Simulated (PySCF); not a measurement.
System: C2H5F3SSi.

```xyz
12

C     1.3781    0.2902    0.7213
C     0.5231   -0.5188   -0.2323
F     0.8519   -1.8466   -0.1310
F     0.8608   -0.1944   -1.5308
Si   -1.3919   -0.3373   -0.0028
F    -1.5992   -0.1583    1.5786
S    -2.0482    1.4624   -0.9276
H     1.1466    1.3467    0.6111
H     1.1671   -0.0228    1.7398
H     2.4316    0.1259    0.5025
H    -2.0895   -1.5432   -0.3849
H    -1.2293    1.3952   -1.9699
```

Geometry: GFN2-xTB.

Method: CAM-B3LYP/def2-SVPD, SCF density, gas phase (PySCF).

> What can the converged electron density and electron localisation function tell about the bonding?

C–F (1.37 Å): the density is about 2.1 e/Å³ at the midpoint, with its minimum of 1.7 e/Å³ about 0.5 Å from C; the ELF peaks at about 0.85 between the atoms (a shared but strongly polarised pair).
C–C (1.51 Å): the density is about 1.8 e/Å³ at the midpoint; the ELF peaks at about 1 between the atoms: a covalent bond.
C–H (1.09 Å): ρ at the midpoint is about 2 e/Å³; the ELF climbs to about 1 towards the hydrogen, as it does in any bond to H; a covalent bond by its length.

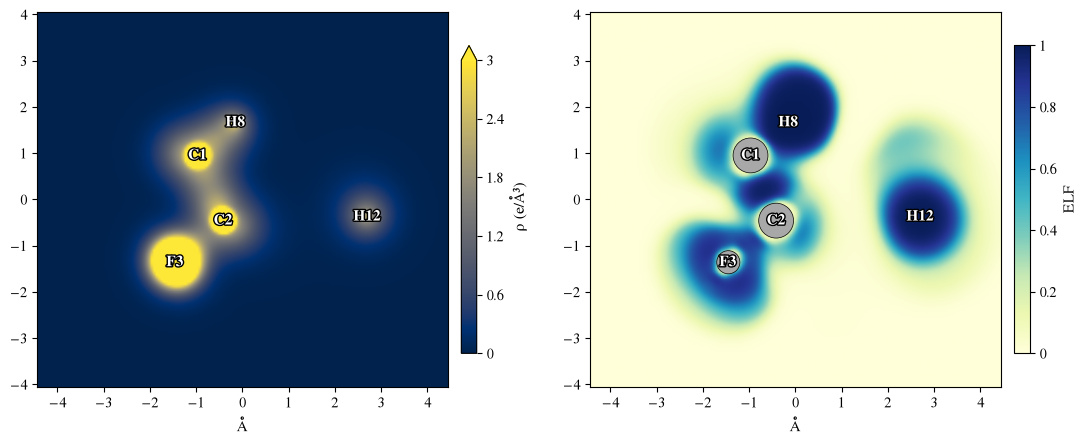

Computed electron density and electron localisation function on the plane of atoms C2, C1 and H8, in this order. Grey discs cover the atomic cores in the ELF map. 
